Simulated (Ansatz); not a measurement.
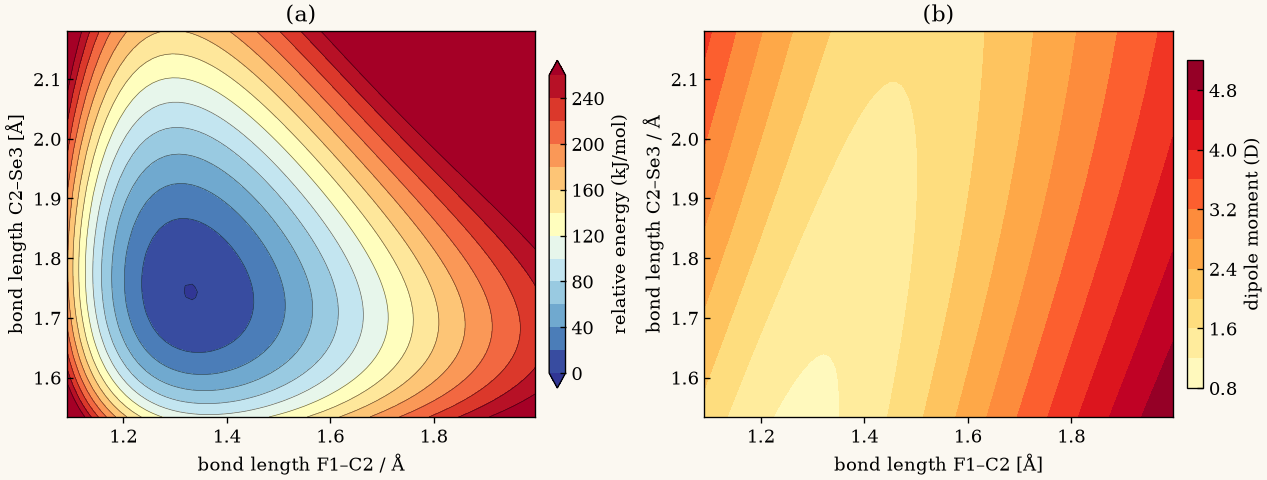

CHFSe, SMILES FC=[Se]. Coordinates scanned: (1) bond length F1–C2; (2) bond length C2–Se3. Nothing is relaxed (all other coordinates rigid). Grid: 13 × 13 points. Energies: kJ/mol, counted from the lowest grid point. The reference is spin-restricted, which grows unreliable where a bond is stretched far. Level of theory: Ansatz 0.2.0, RKS B3LYP-D4/def2-TZVP.

Panel (a) is the energy and panel (b) the computed dipole moment on the same grid.

In the figure: filled contours, one colour for all values above the top of the scale. Between grid points the surface is interpolated.

**How does the dipole moment vary over the map, and what is it at the lowest grid point?**

Leaving out the highest fifth of the energies, it runs from 1.12 D at bond length F1–C2 = 1.317 Å, bond length C2–Se3 = 1.534 Å to 5.01 D at bond length F1–C2 = 1.996 Å, bond length C2–Se3 = 1.588 Å. At the lowest grid point, bond length F1–C2 = 1.317 Å, bond length C2–Se3 = 1.749 Å, it is 1.34 D.
